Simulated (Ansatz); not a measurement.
```xyz
9

Si   -1.3825   -0.5153    0.4280
S     0.7108   -1.6531    0.5104
H     1.1655   -1.4826   -0.7450
H    -1.0648   -0.1026    1.8607
Si   -0.1504    1.3391   -0.4097
H     0.3803   -2.9381    0.2645
H     1.1734    1.6217    0.2303
H    -0.9775    2.5720   -0.2738
H     0.1452    1.1590   -1.8655
```

The product side of a reaction path; geometry: PBE0-D4/def2-TZVP.

Computed with Ansatz 0.2.0, RKS PBE0-D4/def2-TZVPP.

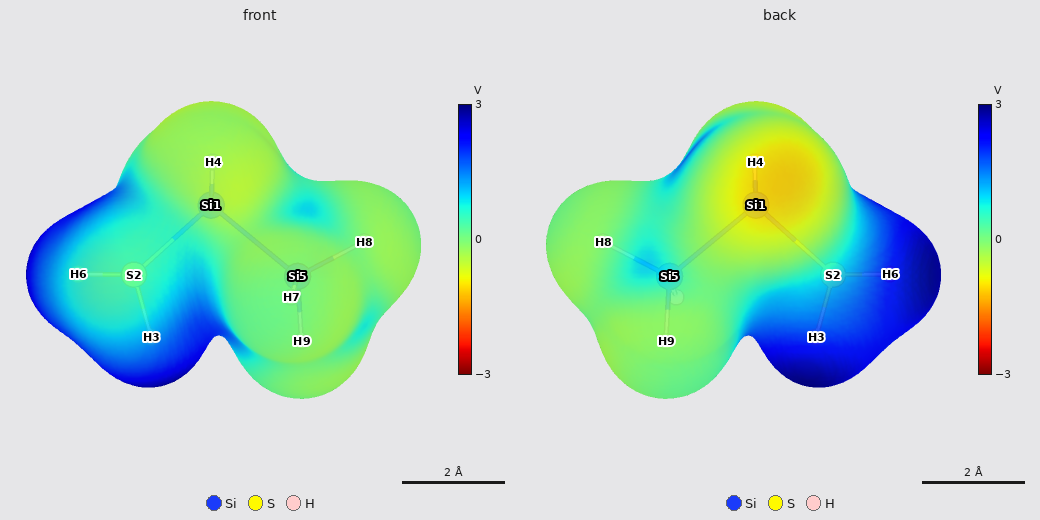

H6SSi2. The electrostatic potential painted on the density surface at 0.004 e/bohr³, seen from the front and from behind; red is negative and blue positive.

Describe the electrostatic potential map.

Answer. The most negative region (about −1.2 V, or −28 kcal/mol for a unit charge) lies over H4, the most positive (about +2.9 V, or +67 kcal/mol for a unit charge) over H3 and H6.
